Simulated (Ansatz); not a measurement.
# A ladder of methods for C2HBF2 (SMILES C#CB(F)F)

The species is C2HBF2 (6 atoms), meant as a singlet with charge 0. SMILES: `C#CB(F)F`. Geometry: optimised at B3LYP/def2-SVP.

```xyz
6

C    -0.8901    0.4542    1.2623
C    -0.2182    0.1063    0.3106
B     0.6260   -0.3313   -0.8841
F     0.1587   -1.1842   -1.7764
F     1.8499    0.1294   -1.0626
H    -1.4843    0.7617    2.1041
```

Quantity: the dissociation energy of the B3–C2 bond into doublet BF2 and doublet C2H (shapes relaxed at B3LYP/def2-SVP, no zero-point term), in eV. The values are calculated.

```tsv
level	kind	program	value (eV)	CPU time (all runs)
HF/def2-SVP	Hartree–Fock	Ansatz	5.16	1.3 s
SVWN5/def2-SVP	LDA	Ansatz	7.23	1.2 s
PBE/def2-SVP	GGA	Ansatz	6.53	3 s
r2SCAN/def2-SVP	meta-GGA	Ansatz	6.33	4.8 s
B3LYP/def2-SVP	global hybrid	Ansatz	6.51	2.9 s
CAM-B3LYP/def2-SVP	range-separated hybrid	Ansatz	6.59	3.4 s
B2PLYP/def2-SVP	double hybrid	Ansatz	6.54	3.4 s
RPA@PBE/def2-SVP	RPA	Ansatz	6.19	4.5 s
CCSD(T)/def2-SVP	coupled cluster or CI	Ansatz	6.33	7.4 s
```

The values span 5.16 to 7.23 eV. Spin contamination of the reference (⟨S²⟩ at least 0.1 too high) touches HF/def2-SVP, CCSD(T)/def2-SVP. Hartree–Fock misses the correlation of the electron pair that is broken and comes out low. Measured bond enthalpies also hold zero-point and thermal terms, a few tenths of an eV less. The coupled-cluster rows rest on a doubtful reference here (large T1 or Brueckner and Hartree–Fock orbitals at odds), and rows may lie in different states. Times are those of the runs behind each value, whatever else they computed, on shared processors of several kinds: orders of magnitude only.

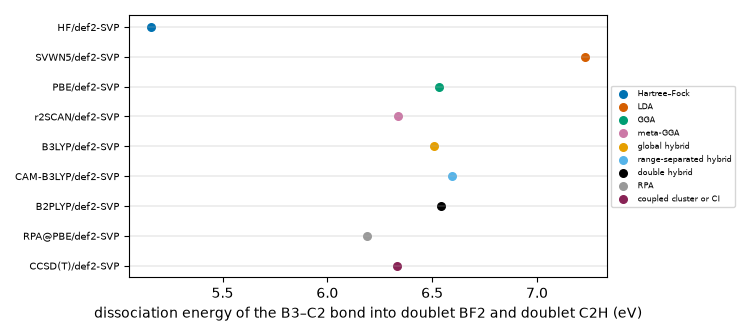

The values of the table, level by level.
